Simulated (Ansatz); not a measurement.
```yaml
atoms:
  - { symbol: F, position_ang: [0.6774, 1.3279, -2.3218] }
  - { symbol: Ge, position_ang: [1.2663, 1.8897, 0.8300] }
  - { symbol: Si, position_ang: [0.3577, 2.5644, -1.3689] }
  - { symbol: H, position_ang: [1.1332, 3.7751, -1.7000] }
  - { symbol: H, position_ang: [-1.0824, 2.7413, -1.1018] }
  - { symbol: H, position_ang: [1.1948, 2.7759, 2.0978] }
  - { symbol: H, position_ang: [1.9743, 0.5476, 1.1310] }
```

Geometry: B3LYP/6-31G*.

These are results of isolated molecule in a Gaussian basis; Kohn-Sham density functional theory, functional PBE0 (Ansatz), not measurements.

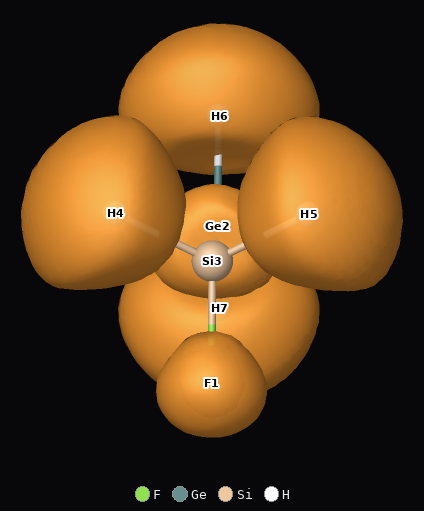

FGeH4Si (SMILES F[SiH2][GeH2+]) (charge +1). Isosurface of the electron localisation function at 0.8 (orange), seen at an oblique angle. Only the valence region is drawn (cores and ρ < 0.01 e/Å³ removed).

Question: Describe the localisation domains.

Answer: At this value the surface marks out one region between bonded Ge–Si atoms (shared pairs), four regions around hydrogen nuclei and one region wrapped around F (its valence shell).

Values along the shortest contacts:
Si–F (1.59 Å): the ELF peaks at about 0.85 in the valence shell of F, 0.6 Å from its nucleus, and is about 0.55 at the midpoint. Si–Ge (2.47 Å): the ELF peaks at about 0.95 between the atoms: a covalent bond.
